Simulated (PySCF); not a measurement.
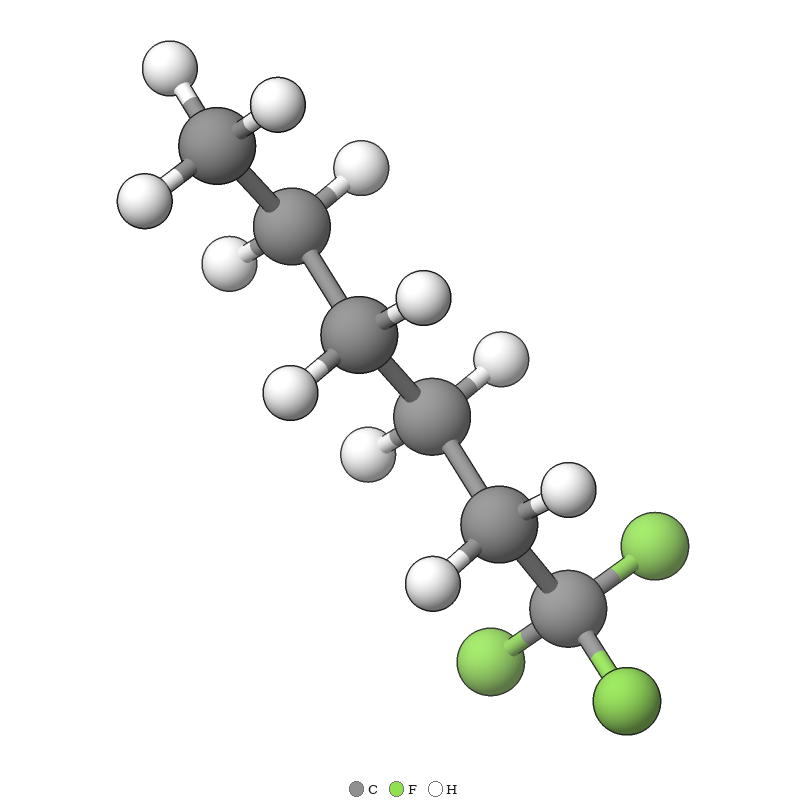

Ball-and-stick drawing of a structure. Every bond is drawn as one stick, whatever its order.

What is the molecular formula?

Answer. C₆H₁₁F₃, 20 atoms: 6 carbon, 11 hydrogen and 3 fluorine.

Write the SMILES.

Answer. CCCCCC(F)(F)F

The parts below concern this one geometry. Atoms keep their numbers from picture to picture. The computed structure is the end point of a PBE0-D3(BJ)/def2-SVP optimisation. No frequency run is at hand to confirm it as a minimum.

### Shape

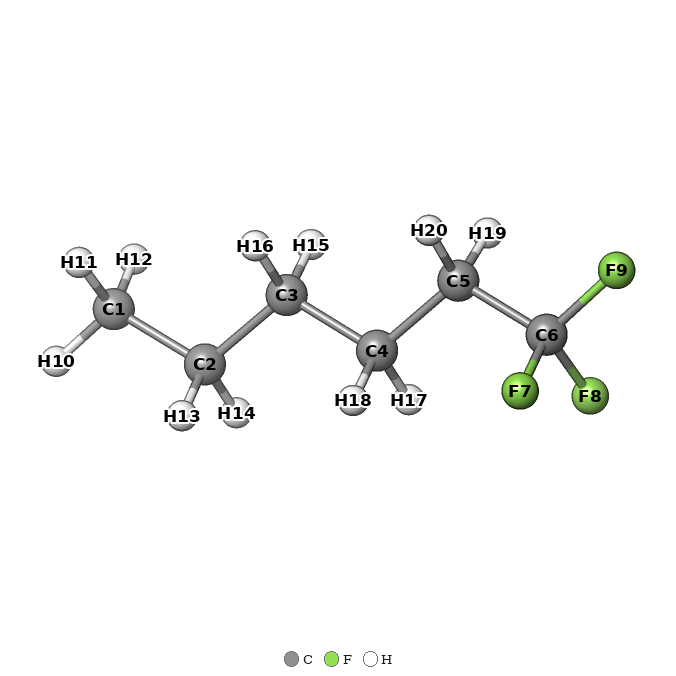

Atoms carry their numbers in the input. No frequency run is at hand to confirm it as a minimum.

What is the geometry at C4?

Answer. C4 has 4 neighbours (C3 at 1.52, C5 at 1.52, H17 at 1.10, H18 at 1.10 Å); the arrangement is tetrahedral.

What is the geometry at C3?

Answer. C3 has 4 neighbours (C2 at 1.52, C4 at 1.52, H15 at 1.11, H16 at 1.11 Å); the arrangement is tetrahedral.

What is the geometry at C1?

Answer. C1 has 4 neighbours (C2 at 1.52, H10 at 1.10, H11 at 1.10, H12 at 1.10 Å); the arrangement is tetrahedral.

Describe the coordination of atom 6.

Answer. C6 has 4 neighbours (C5 at 1.50, F7 at 1.34, F8 at 1.34, F9 at 1.34 Å); the arrangement is tetrahedral.

What is the dihedral angle C4–C5–C6–F7?

Answer. 61° in size, that is gauche.

### Excitation

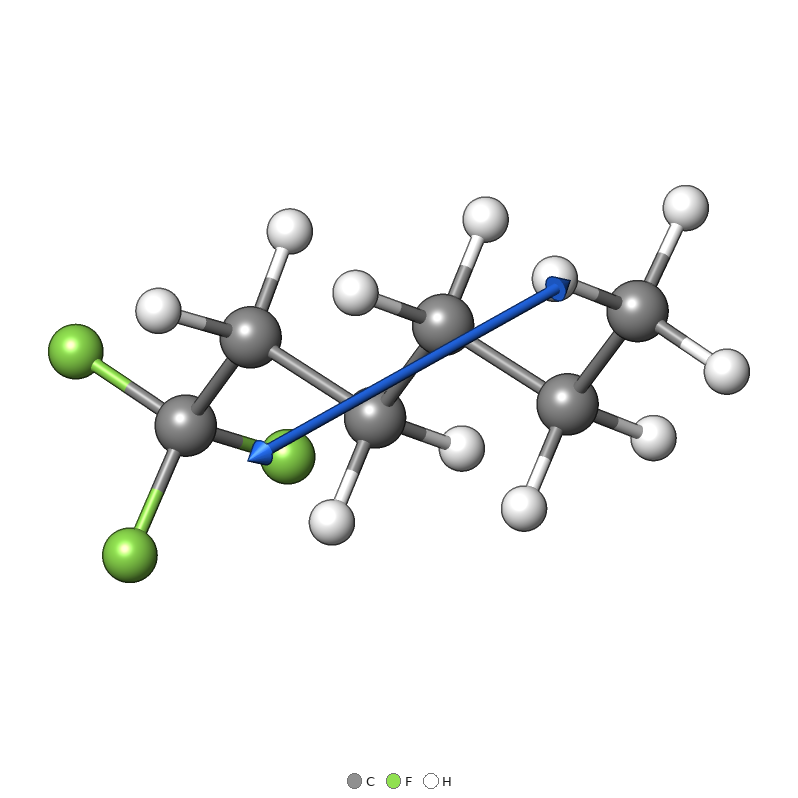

The double arrow shows the direction of the transition dipole to excited singlet state 5 (its length means nothing). No frequency run is at hand to confirm it as a minimum. Properties computed with TDDFT CAM-B3LYP/def2-SVPD, vertical, gas phase, core orbitals frozen in the response (PySCF 2.14.0).

Where does the transition lie, and how strong is it?

Answer. 9.64 eV (129 nm), oscillator strength 0.13, mainly HOMO → LUMO+2 (weight 0.84); transition dipole 1.86 D.

### Charges

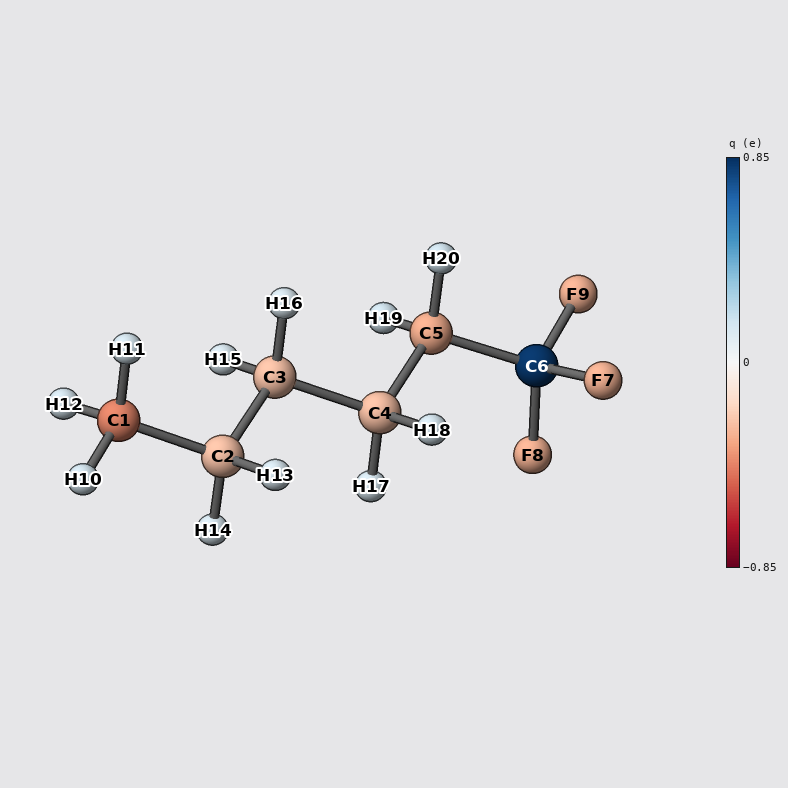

Atoms are coloured by their IAO charges. No frequency run is at hand to confirm it as a minimum. Method: PBE0/pcSseg-1, gas phase (PySCF 2.14.0).

List the IAO charges.

| atom | value (e) |
| --- | --- |
| C1 | −0.41 |
| C2 | −0.24 |
| C3 | −0.24 |
| C4 | −0.25 |
| C5 | −0.30 |
| C6 | 0.81 |
| F7 | −0.29 |
| F8 | −0.29 |
| F9 | −0.29 |
| H10 | 0.14 |
| H11 | 0.13 |
| H12 | 0.13 |
| H13 | 0.13 |
| H14 | 0.13 |
| H15 | 0.12 |
| H16 | 0.12 |
| H17 | 0.14 |
| H18 | 0.14 |
| H19 | 0.16 |
| H20 | 0.16 |

### NMR shielding

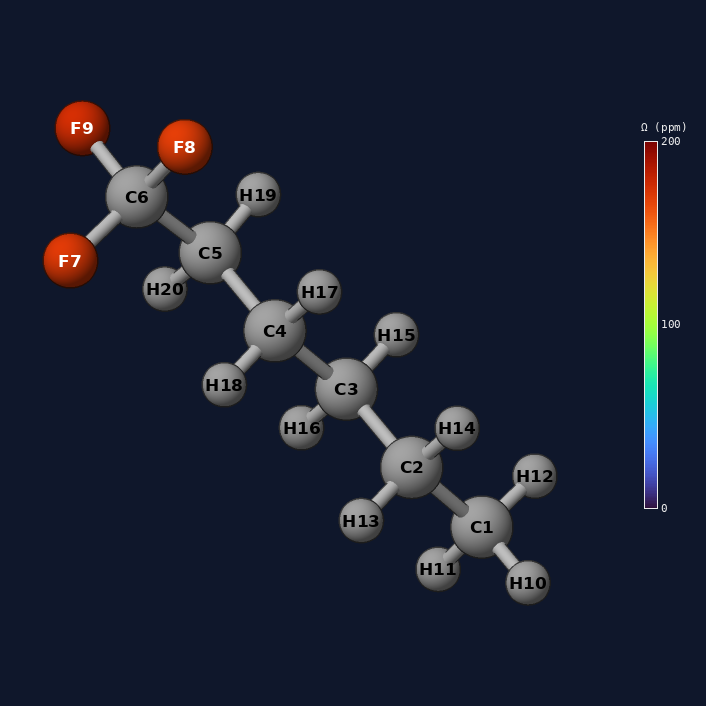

The F atoms are coloured by the span of their shielding tensor. No frequency run is at hand to confirm it as a minimum. Method: GIAO PBE0/pcSseg-1 NMR shielding, non-relativistic, gas phase (PySCF 2.14.0). Principal shieldings σ11 ≤ σ22 ≤ σ33, span Ω = σ33 − σ11, skew κ = 3(σiso − σ22)/Ω.

Give the shielding tensors of the F atoms.

```tsv
atom	σ11	σ22	σ33	σiso	Ω	κ
F7	174.4	274.0	346.0	264.8	171.6	−0.16
F8	174.5	274.8	344.6	264.6	170.1	−0.18
F9	167.5	253.3	343.3	254.7	175.9	0.02
```

Shieldings and span in ppm.

### Polarisability

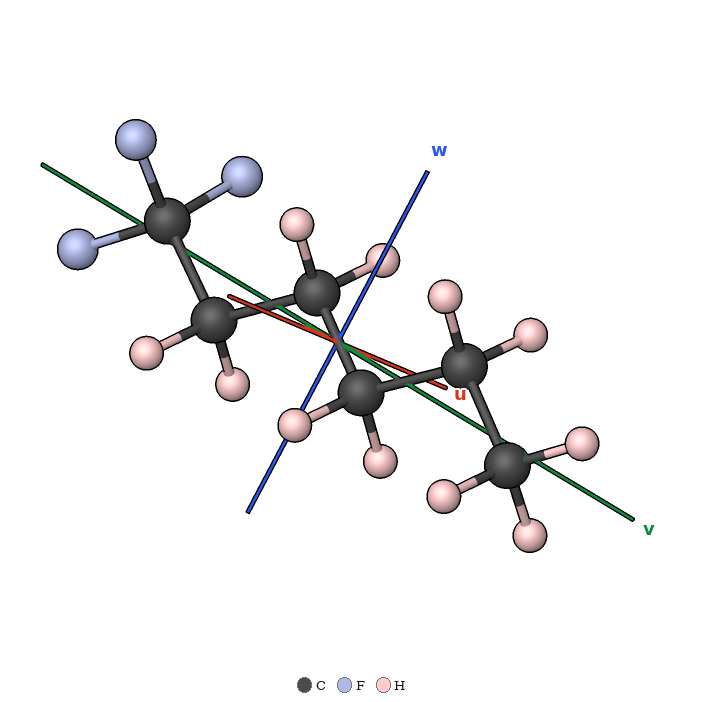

The lines u, v and w are the principal axes of the static dipole polarisability. No frequency run is at hand to confirm it as a minimum. Level of theory: CAM-B3LYP/def2-SVPD (PySCF 2.14.0).

Along which axis is the molecule most polarisable, and along which least?

Answer. Most along v, least along u.

Give the three principal values.

Answer. u 68.3, v 91.2, w 71.8 bohr³; mean 77.1, anisotropy 21.3 bohr³.
